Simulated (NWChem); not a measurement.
# SiH2Br− (SMILES [SiH2-]Br): UACM/pcseg-1

Aim: the vertical electron affinity of SiH2Br− at UACM/pcseg-1, from 2 runs. 

The calculation is run with NWChem 7.3.0.

3 further runs of the same task are left out: 2 that didn't finish, 1 set aside as unsound or not needed.

## 1. Starting point

SiH2Br−: 4 atoms, total charge -1, spin state singlet. As SMILES, `[SiH2-]Br`. The shape is that of a GFN2-xTB optimisation.

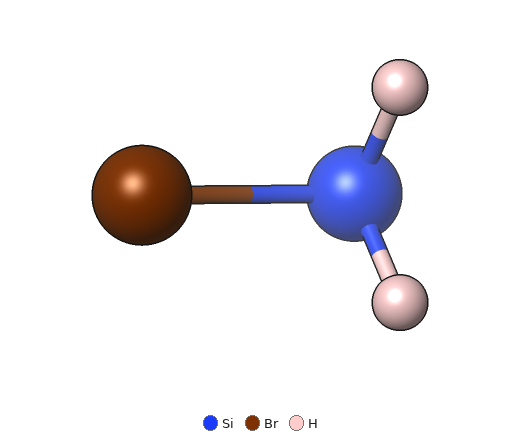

The structure, seen from a chosen angle (silicon blue, bromine brown, hydrogen pink).

## 2. The charge distribution at UACM/pcseg-1

brh2si.nw

```
echo
start brh2si
title "BrH2Si properties"
memory 2200 mb
charge -1

geometry units angstroms noautosym nocenter
   zmatrix
     Si
     Br 1 2.425008
     H 1 1.496426 2 94.30886
     H 1 1.496311 3 98.39704 2 -95.03691
   end
end

basis spherical bse
   * library pcseg-1
end

dft
   xc acm
   odft
   grid medium
   convergence energy 1e-05
   direct
   maxiter 200
   mulliken
   print low
end

property
   mulliken
   efieldgrad
   dipole
   moldenfile
   molden_norm janpa
end

task dft property
```

Started as:

```
nwchem brh2si.nw > brh2si.out
```

Log:

```text
[...]
 d= 0,ls=0.0,diis     1  -2864.3721044164 -2.99D+03  2.78D-02  5.58D-01     1.1
[...]
 d= 0,ls=0.0,diis     8  -2864.6001596071 -6.38D-09  1.92D-06  9.70D-09     6.1
[...]
         Total DFT energy =    -2864.600159607078
      One electron energy =    -4255.263077620662
           Coulomb energy =     1374.210144364817
    Exchange-Corr. energy =     -113.191464534214
 Nuclear repulsion energy =      129.644238182980
[...]
      Total Density - Mulliken Population Analysis
     ---------------------------------------------
    Atom       Charge   Shell Charges
 -----------   ------   -------------------------------------------------------
    1 Si  14    14.06   2.00  1.99  1.07  0.59  5.98  1.81  0.53  0.09
    2 Br  35    35.59   2.00  2.00  2.00  1.24  0.75  6.00  5.98  2.25  3.35  9.99  0.03
    3 H    1     1.17   0.76  0.40  0.01
    4 H    1     1.17   0.76  0.40  0.01
[...]
      <S2> =      0.0000 (Exact =     0.0000)
[...]
   Dipole moment        3.4951263195 Debye(s)
             DMX        0.3739723804 DMXEFC        0.0000000000
             DMY       -0.4367583297 DMYEFC        0.0000000000
             DMZ        3.4475055924 DMZEFC        0.0000000000
   -EFC- dipole         0.0000000000 DEBYE(S)
   Total dipole         3.4951263195 DEBYE(S)
[...]
```

Wall time 6.9 s (1 thread of AMD EPYC 9R45 (Zen 5), shared host); peak memory 0.12 GiB.

Atomic charges (e):

| atom | Mulliken | Löwdin |
| --- | --- | --- |
| Si1 | -0.060 | -0.270 |
| Br2 | -0.594 | -0.420 |
| H3 | -0.173 | -0.160 |
| H4 | -0.173 | -0.160 |

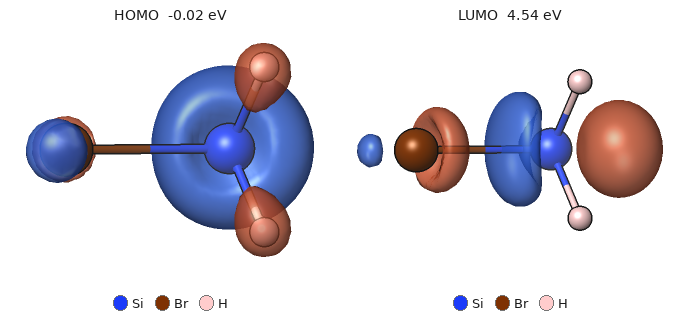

Frontier orbitals of this run (spin up), surfaces at ±0.2 Å^-3/2.

## 3. Doublet [SiH2Br]2−, same level

a.nw

```
start a
title "BrH2Si ACM"
memory stack 880 mb heap 220 mb global 1100 mb
charge -2
geometry noautosym nocenter
   zmatrix
     Si
     Br 1 2.425008
     H 1 1.496426 2 94.30886
     H 1 1.496311 3 98.39704 2 -95.03691
   end
end
basis spherical bse
   * library pcseg-1
end
dft
   xc acm
   mult 2
   grid medium
   convergence energy 1e-05
   direct
   maxiter 150
   mulliken
   print medium
end
property
   mulliken
   efieldgrad
   dipole
   moldenfile
   molden_norm janpa
end
task dft property
```

Started as:

```
nwchem a.nw > a.out
```

Log:

```text
[...]
          Wavefunction type:  spin polarized.
          No. of atoms     :     4
          No. of electrons :    53
[...]
          Charge           :    -2
          Spin multiplicity:     2
[...]
          AO basis - number of functions:    55
[...]
              XC Information
              --------------
          Adiabatic Connection Method XC Potential
                     Hartree-Fock (Exact) Exchange  0.200
                        Slater Exchange Functional  0.800 local
                    Becke 1988 Exchange Functional  0.720 non-local
                      VWN V Correlation Functional  1.000 local
                Perdew 1991 Correlation Functional  0.810 non-local
[...]
 d= 0,ls=0.0,diis     1  -2863.1198986744 -2.99D+03  1.64D-01  3.67D+00     1.1
[...]
 d= 0,ls=0.0,diis    11  -2864.3674064456 -2.29D-08  5.43D-06  4.17D-10     8.3
[...]
         Total DFT energy =    -2864.367406445557
      One electron energy =    -4265.643883229601
           Coulomb energy =     1385.030306516606
    Exchange-Corr. energy =     -113.398067915542
 Nuclear repulsion energy =      129.644238182980
[...]
      Total Density - Mulliken Population Analysis
     ---------------------------------------------
    Atom       Charge   Shell Charges
 -----------   ------   -------------------------------------------------------
    1 Si  14    14.89   2.00  1.99  1.01  0.57  5.98  1.74  1.49  0.09
    2 Br  35    35.69   2.00  2.00  2.00  1.22  0.72  6.00  5.98  2.22  3.52  9.99  0.03
    3 H    1     1.21   0.75  0.45  0.01
    4 H    1     1.21   0.75  0.45  0.01
[...]
      <S2> =      0.7515 (Exact =     0.7500)
[...]
   Dipole moment       11.0647932712 Debye(s)
             DMX        0.4798586367 DMXEFC        0.0000000000
             DMY       -0.5603758764 DMYEFC        0.0000000000
             DMZ       11.0401705014 DMZEFC        0.0000000000
   -EFC- dipole         0.0000000000 DEBYE(S)
   Total dipole        11.0647932712 DEBYE(S)
[...]
```

It took 9 s on 1 thread of AMD EPYC 9R45 (Zen 5), shared host; peak memory 0.22 GiB.

Atomic charges (e):

| atom | Mulliken | Löwdin |
| --- | --- | --- |
| Si1 | -0.891 | -0.980 |
| Br2 | -0.687 | -0.640 |
| H3 | -0.211 | -0.190 |
| H4 | -0.211 | -0.190 |

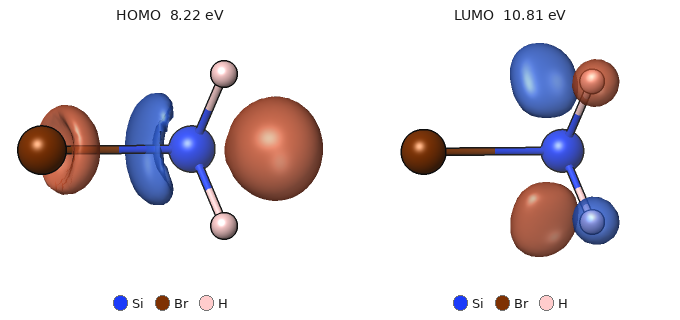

Frontier orbitals of this run (spin up), surfaces at ±0.2 Å^-3/2.

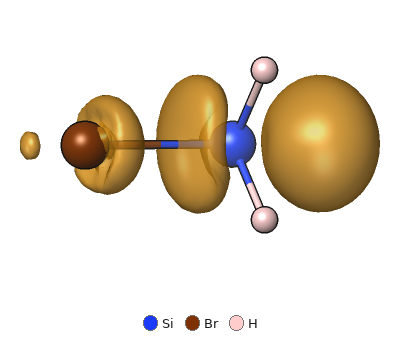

Spin density, surfaces at ±0.03 e/Å³.

## 4. What came out

At UACM/pcseg-1:

| quantity | value |
| --- | --- |
| singlet SiH2Br−: total energy | -2864.60016 Eh |
| doublet [SiH2Br]2−: total energy | -2864.36741 Eh |
| doublet [SiH2Br]2−: HOMO energy (highest over α and β) | 8.22 eV |
| doublet [SiH2Br]2−: LUMO energy (lowest over α and β) | 10.26 eV |
| doublet [SiH2Br]2−: ⟨S²⟩ | 0.751 |
| vertical electron affinity (to the doublet dianion) | -6.334 eV |

What this shows: The dianion lies 6.33 eV (146 kcal/mol) above the anion: the electron isn't bound at this level, and such a value depends on the basis. Without diffuse functions anions come out too high. The HOMO (doublet [SiH2Br]2−) lies at positive energy, 8.22 eV; only total energies tell whether the electron is bound.
